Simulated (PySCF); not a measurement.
# H2PbS2 (Pb(SH)2): the cost of one run

Method: PBE0, Pb def2-SVP with ECP60, S def2-SVP, H def2-SVP; scalar-relativistic core potentials, no spin–orbit coupling; program: PySCF 2.14.0.

1 further run of the same task is left out (for a known fault of the program).

### Step 1. The system as given

5 atoms, charge 0, spin multiplicity 1.

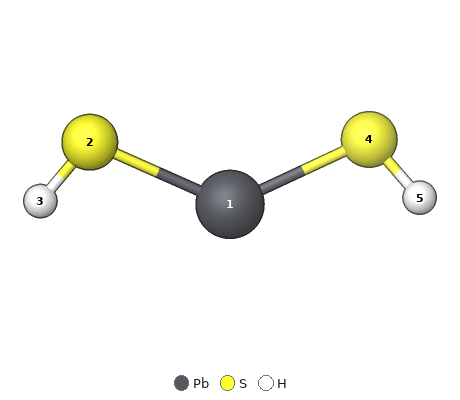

Start geometry, drawn with lead dark grey, sulfur yellow, hydrogen white; atoms are numbered from 1 in the order of the file.

Geometry (Å):

```xyz
5

Pb    0.0000    0.0000    0.0000
S     2.4540    0.0000    1.0982
H     3.2681   -0.3365    0.0869
S    -2.4540    0.0000    1.0982
H    -3.2681    0.3365    0.0869
```

Formal oxidation states: Pb +2.

### Step 2. SCF at the start, singlet

run.py (the lines that set the calculation) reads:

```python
mol = gto.M(atom='''
Pb     0.00000     0.00000     0.00000
S      2.45400     0.00000     1.09820
H      3.26810    -0.33650     0.08690
S     -2.45400     0.00000     1.09820
H     -3.26810     0.33650     0.08690''',
    basis={'Pb': 'def2-SVP', 'S': 'def2-SVP', 'H': 'def2-SVP'},
    ecp={'Pb': 'def2-SVP'},
    charge=0, spin=0)
mf = dft.RKS(mol, xc='PBE0')
mf.grids.atom_grid = (50, 194)
mf = mf.density_fit()  # fitting sets: Pb def2-universal-JKFIT, S def2-universal-JKFIT, H def2-universal-JKFIT
mf.conv_tol = 1e-08; mf.max_cycle = 55
mf.kernel(dm0)  # dm0: free metal ions and neutral atoms
```

Launch:

```bash
> OMP_NUM_THREADS=2 python run.py
```

Q: Estimate wall time and peak memory on 2 threads of Arm Neoverse V1, shared host.

About 1.3 s, with a peak of 0.34 GiB.
